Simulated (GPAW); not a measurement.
# B K-edge XANES of TiB2 (P6/mmm), part 4 of 4

How does the B K edge of TiB2 (P6/mmm) move when the bonds are compressed or stretched?

GPAW 26.7.0; X-ray absorption from dipole matrix elements to empty bands, plane-wave PAW PBE.

So far. Step 10 (Spectrum with XCH, B atom 2): The scaled spectrum changes by 7 % r.m.s. The highest intensity below 16 eV goes from 8.6 eV (1.55) to 8.4 eV (1.59).

### 12. Spectrum with XCH, B atom 2

Shorter bonds are expected to push antibonding states and scattering resonances up, and longer ones down; the cell is scaled to test that.

Changed against the first core-hole run: volume scale from 1 to 1.06.

The input, xas.py:

```python
import numpy as np
from ase import Atoms
from ase.parallel import parprint, paropen
from gpaw import GPAW, PW, FermiDirac, Mixer, MixerDif, setup_paths
from gpaw.test import gen
setup_paths.insert(0, '.')
gen('B', name='fch1s', xcname='PBE', corehole=(1, 0, 1), write_xml=True)
from gpaw.mpi import world
world.barrier()

atoms = Atoms('Ti6B12',
    cell=[[0, 5.34963146, 0],
     [-4.63291674, -2.67481573, 0],
     [0, 0, 6.58343607]],
    scaled_positions=[[0, 0, 0],
     [0.33333333, 0.66666667, 0],
     [0, 0, 0.5],
     [0.66666667, 0.33333333, 0],
     [0.33333333, 0.66666667, 0.5],
     [0.66666667, 0.33333333, 0.5],
     [0, 0.66666667, 0.25],
     [0.33333333, 0.33333333, 0.25],
     [0, 0.66666667, 0.75],
     [0.66666667, 0, 0.25],
     [0.33333333, 0.33333333, 0.75],
     [0.66666667, 0, 0.75],
     [0.33333333, 0, 0.25],
     [0.66666667, 0.66666667, 0.25],
     [0.33333333, 0, 0.75],
     [0, 0.33333333, 0.25],
     [0.66666667, 0.66666667, 0.75],
     [0, 0.33333333, 0.75]],
    pbc=True)
atoms.calc = calc = GPAW(legacy_gpaw=True, mode=PW(430, force_complex_dtype=True), xc='PBE', setups={6: 'fch1s'},
    kpts={'size': (5, 5, 4), 'gamma': True}, occupations=FermiDirac(0.1),
    charge=-1, mixer=Mixer(0.1, 5, 50), maxiter=150,
    convergence={'density': 0.0001, 'eigenstates': 1e-6}, txt='scf.txt')
energy = atoms.get_potential_energy() + calc.get_reference_energy()
ef = calc.get_fermi_level()
out = dict(energy=energy, fermi=ef, forces=atoms.get_forces().tolist())
parprint(f'all-electron energy {energy:.4f} eV, Fermi level {ef:.4f} eV')
ev = np.array([[calc.get_eigenvalues(k, s) for k in range(len(calc.get_ibz_k_points()))] for s in range(calc.get_number_of_spins())])
out['homo'], out['lumo'], out['counts'] = ev[ev < ef].max(), ev[ev > ef].min(), sorted(set((ev < ef).sum((0, 2)).tolist()))
out['filled'] = (ev[:, 0] < ef).sum(1).tolist()

from ase.units import Ha
from gpaw.xas import dipole_matrix_elements
nb = int(calc.get_number_of_electrons() / 2) + 130
top, nb = nb, nb + 8 + nb // 12
nscf = calc.fixed_density(kpts={'size': (7, 7, 5), 'gamma': True}, nbands=nb,
    convergence={'bands': top, 'eigenstates': 5e-3}, maxiter=60, txt='nscf.txt')
cell = atoms.cell.array
ops = [cell.T @ U.T @ np.linalg.inv(cell.T) for U in nscf.wfs.kd.symmetry.op_scc]
E = np.arange(-6, 34, 0.1)
fwhm = np.interp(E, [4, 25], [0.9, 3.5])
Y, X, zero, highest = 0, 0, 1e9, 1e9
for spin in range(nscf.get_number_of_spins()):
    wfs = nscf.wfs
    mine = wfs.bd.get_slice()  # this rank's bands
    A = dipole_matrix_elements(wfs.setups[6])
    eps = np.zeros((wfs.kd.nibzkpts, nb))
    d = np.zeros((3, A.shape[1], wfs.kd.nibzkpts, nb), complex)
    for kpt in wfs.kpt_u:
        if kpt.s == spin and 6 in kpt.P_ani:
            eps[kpt.k, mine] = kpt.eps_n * Ha
            d[:, :, kpt.k, mine] = (kpt.weight * wfs.nspins / 2) ** 0.5 * np.inner(A, kpt.P_ani[6])
    world.sum(eps)
    world.sum(d)
    T = np.einsum('amkn,bmkn->abkn', d, d.conj()).real
    T = sum(np.einsum('ai,ijkn,bj->abkn', R, T, R) for R in ops) / len(ops)
    empty = eps > ef
    zero, highest = min(zero, eps[empty].min()), min(highest, eps[:, top - 1].min())
    lines = [(eps, T, empty)] if spin == 0 else lines + [(eps, T, empty)]
for eps, T, empty in lines:
    f = np.einsum('aakn->akn', T).reshape(3, -1)
    x = eps.ravel() - zero
    w = np.interp(x, E, fwhm) / 2.35482
    g = np.exp(-0.5 * ((E[:, None] - x) / w) ** 2) / (w * (2 * np.pi) ** 0.5)
    Y = Y + (f * empty.ravel()) @ g.T
    X = X + (f * ~empty.ravel()) @ g.T
out.update(E=E.round(2).tolist(), xas=Y.tolist(), xes=X.tolist(), zero=zero, valid=highest - zero, nk=len(eps), nb=nb)
for i in range(0, len(E), 10):
    parprint(f'{E[i]:7.2f}', *(f'{v:10.3e}' for v in Y[:, i]))
import json
with paropen('out.json', 'w') as f:
    json.dump(out, f)
```

Run with:

```
$ OMP_NUM_THREADS=1 mpirun -n 4 gpaw python xas.py
```

Numbers of over 12 decimals in the logs are rounded to 6 here.

The log of the run:

```text
Input parameters:
  charge: -1
  convergence: {density: 0.0001,
                eigenstates: 1e-06}
  kpts: {gamma: True,
         size: (5, 5, 4)}
  maxiter: 150
  mixer: {backend: pulay,
          beta: 0.1,
          method: separate,
          nmaxold: 5,
          weight: 50}
  mode: {ecut: 430.0,
         force_complex_dtype: True,
         name: pw}
  occupations: {fixmagmom: False,
[...]
*p    :     0.350422
*d    :     0.000000
--------------------------------

Diagonalizing with gridspacing h=0.050

state   all-electron     PAW
-------------------------------
2s:      -0.872538    -0.873275
2p:      -0.649578    -0.650581
*d:                   -0.077574
*f:                   -0.014711
-------------------------------
all-electron energy -147323.1843 eV, Fermi level 11.1079 eV
[...]
32.00  1.808e-04  1.808e-04  3.883e-04
  33.00  1.473e-04  1.473e-04  3.460e-04
[key lines of the parts left out:]
Converged after 29 iterations.
Dipole moment: (-0.084087, -0.048547, -0.108507) |e|*Ang
Free energy:   -152.351488
Fermi level: 11.10793
```

Elapsed: 7 min, on 4 MPI ranks of Intel Xeon Platinum 8488C (Sapphire Rapids), shared host; peak memory 0.95 GiB; 28 min of CPU time.

| E (eV) | first run | this run |
| --- | --- | --- |
| -2.0 | 0.00 | 0.00 |
| -1.0 | 0.00 | 0.00 |
| 0.0 | 0.23 | 0.25 |
| 1.0 | 0.80 | 0.88 |
| 2.0 | 1.00 | 1.06 |
| 3.0 | 0.98 | 1.01 |
| 4.0 | 1.22 | 1.20 |
| 5.0 | 1.01 | 1.16 |
| 6.0 | 1.11 | 1.18 |
| 7.0 | 1.19 | 1.47 |
| 8.0 | 1.49 | 1.63 |
| 9.0 | 1.53 | 1.46 |
| 10.0 | 1.24 | 1.10 |
| 11.0 | 1.02 | 1.09 |
| 12.0 | 1.06 | 1.08 |
| 13.0 | 1.05 | 1.07 |
| 14.0 | 1.04 | 1.06 |
| 15.0 | 1.02 | 1.07 |
| 16.0 | 1.04 | 0.98 |
| 17.0 | 0.94 | 0.66 |
| 18.0 | 0.62 | 0.32 |
| 19.0 | 0.30 | 0.17 |
| 20.0 | 0.18 | 0.20 |
| 21.0 | 0.21 | 0.29 |
| 22.0 | 0.29 | 0.38 |
| 23.0 | 0.38 | 0.47 |
| 24.0 | 0.46 | 0.56 |
| 25.0 | 0.54 | 0.64 |
| 26.0 | 0.62 | 0.69 |
| 27.0 | 0.68 | 0.70 |
| 28.0 | 0.70 | 0.67 |
| 29.0 | 0.67 | 0.64 |
| 30.0 | 0.63 | 0.62 |
| 31.0 | 0.61 | 0.58 |

Against the first run the r.m.s. difference is 13 %. The highest intensity below 16 eV goes from 8.6 eV (1.55) to 8.1 eV (1.63).

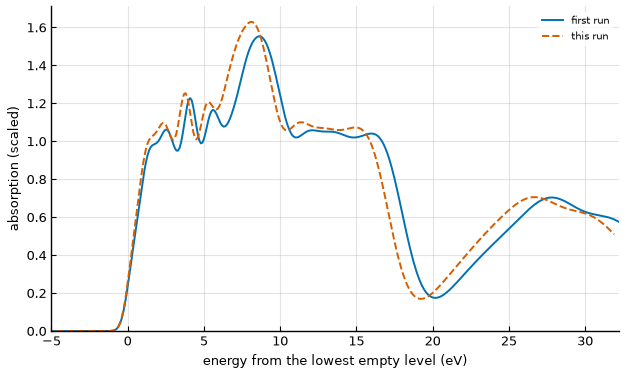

The effect of the change (volume scale from 1 to 1.06).

The photon energy of the zero moves by +0.18 eV.

### 13. The volumes side by side

| volume | nearest distance (Å) | shift of the zero (eV) | maximum 1 (eV above own zero) | maximum 2 (eV above own zero) | maximum 3 (eV above own zero) | maximum 4 (eV above own zero) |
| --- | --- | --- | --- | --- | --- | --- |
| 0.94 | 1.713 | -0.19 | 2.8 | 4.5 | 6.0 | 9.2 |
| 0.97 | 1.731 | -0.09 | 2.6 | 4.3 | 5.8 | 8.9 |
| 1 | 1.749 | +0.00 | 2.5 | 4.1 | 5.6 | 8.6 |
| 1.03 | 1.766 | +0.09 | 2.4 | 3.9 | 5.4 | 8.4 |
| 1.06 | 1.783 | +0.18 | 2.3 | 3.8 | 5.3 | 8.1 |

The curves, each shifted by its zero's change so that they share one photon-energy axis, counted from the zero at V × 1:

| E (eV) | V × 0.94 | V × 0.97 | V × 1 | V × 1.03 | V × 1.06 |
| --- | --- | --- | --- | --- | --- |
| -2.0 | 0.00 | 0.00 | 0.00 | 0.00 | 0.00 |
| -1.0 | 0.01 | 0.00 | 0.00 | 0.00 | 0.00 |
| 0.0 | 0.32 | 0.28 | 0.23 | 0.19 | 0.16 |
| 1.0 | 0.81 | 0.80 | 0.80 | 0.79 | 0.78 |
| 2.0 | 0.96 | 0.98 | 1.00 | 1.02 | 1.04 |
| 3.0 | 0.96 | 0.97 | 0.98 | 1.00 | 1.02 |
| 4.0 | 1.11 | 1.17 | 1.22 | 1.24 | 1.25 |
| 5.0 | 0.99 | 0.99 | 1.01 | 1.05 | 1.09 |
| 6.0 | 1.10 | 1.10 | 1.11 | 1.13 | 1.17 |
| 7.0 | 1.00 | 1.09 | 1.19 | 1.31 | 1.42 |
| 8.0 | 1.29 | 1.40 | 1.49 | 1.56 | 1.62 |
| 9.0 | 1.48 | 1.51 | 1.53 | 1.53 | 1.52 |
| 10.0 | 1.33 | 1.29 | 1.24 | 1.19 | 1.15 |
| 11.0 | 1.03 | 1.02 | 1.02 | 1.04 | 1.08 |
| 12.0 | 1.00 | 1.03 | 1.06 | 1.08 | 1.09 |
| 13.0 | 1.02 | 1.04 | 1.05 | 1.06 | 1.07 |
| 14.0 | 1.03 | 1.04 | 1.04 | 1.05 | 1.06 |
| 15.0 | 1.00 | 1.00 | 1.02 | 1.05 | 1.07 |
| 16.0 | 0.99 | 1.02 | 1.04 | 1.04 | 1.01 |
| 17.0 | 1.02 | 1.00 | 0.94 | 0.85 | 0.73 |
| 18.0 | 0.89 | 0.76 | 0.62 | 0.48 | 0.37 |
| 19.0 | 0.56 | 0.41 | 0.30 | 0.22 | 0.18 |
| 20.0 | 0.27 | 0.21 | 0.18 | 0.18 | 0.19 |
| 21.0 | 0.18 | 0.19 | 0.21 | 0.24 | 0.27 |
| 22.0 | 0.22 | 0.26 | 0.29 | 0.33 | 0.37 |
| 23.0 | 0.30 | 0.34 | 0.38 | 0.42 | 0.46 |
| 24.0 | 0.38 | 0.42 | 0.46 | 0.50 | 0.55 |
| 25.0 | 0.46 | 0.50 | 0.54 | 0.58 | 0.62 |
| 26.0 | 0.53 | 0.57 | 0.62 | 0.66 | 0.69 |
| 27.0 | 0.61 | 0.65 | 0.68 | 0.70 | 0.71 |
| 28.0 | 0.67 | 0.70 | 0.70 | 0.69 | 0.68 |
| 29.0 | 0.70 | 0.69 | 0.67 | 0.65 | 0.64 |
| 30.0 | 0.67 | 0.64 | 0.63 | 0.63 | 0.62 |
| 31.0 | 0.62 | 0.61 | 0.61 | 0.61 | 0.59 |

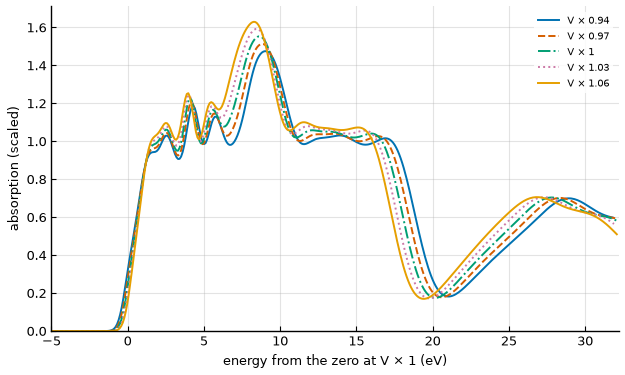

The edge at each volume, on one photon-energy scale.

### 14. Outcome

| Item | Value |
| --- | --- |
| absorber and edge | B K, atom 2 of the ground-state input (counted from 1) |
| surroundings | 3 B at 1.75 Å (trigonal planar, site symmetry -6m2) |
| highest intensity below 16 eV | 8.6 eV above the zero, height 1.55 |
| photon energy of the zero, with the added terms | 187.7 eV (raw 193.3 eV; uncertain by a few eV) |

**Reading.** From V × 0.94 to V × 1.06 the nearest distance grows by 0.070 Å and the zero moves by +0.37 eV. Above their own zero, the maxima move from 2.8 to 2.3 eV, from 4.5 to 3.8 eV, from 6.0 to 5.3 eV and from 9.2 to 8.1 eV. The B K edge of atom 2, with 3 B at 1.75 Å (trigonal planar, site symmetry -6m2), has its highest intensity of the first 16 eV at 8.6 eV above the zero, near 196 eV in photon energy (uncertain by a few eV), 1.6 times the mean level of the first 20 eV (Gaussian full width 0.9 eV up to 4 eV, rising linearly to 3.5 eV at 25 eV). At the B K edge of atom 2 polarisation matters most near 4.2 eV, where the curves differ by 2.7 on this scale. The holes are only 5.2 Å apart, so the shape is probably not converged with cell size; no larger cell was run here. The structure is a published determination, not relaxed.

[Banner, clock and machine lines of the logs are left out without a mark of their own.]

[Logs are printed without paths, hosts, clocks, repeated set-up lines and the standing remarks that a program may print on its own settings, such as how far it seeks lower states.]

[Hosts, paths, dates, database ids (printed as entryN), source tags and the programs' standing remarks are cut or masked in the printed files.]

[Lists of maxima count a maximum above −3 eV only where it reaches 4 % of the highest in the window and stands out from its surroundings by 2 % of it (1.5 % where it reaches 55 %); shoulders and weaker maxima are passed over, and of the rest the first, up to two pre-edge ones and the few strongest are named.]
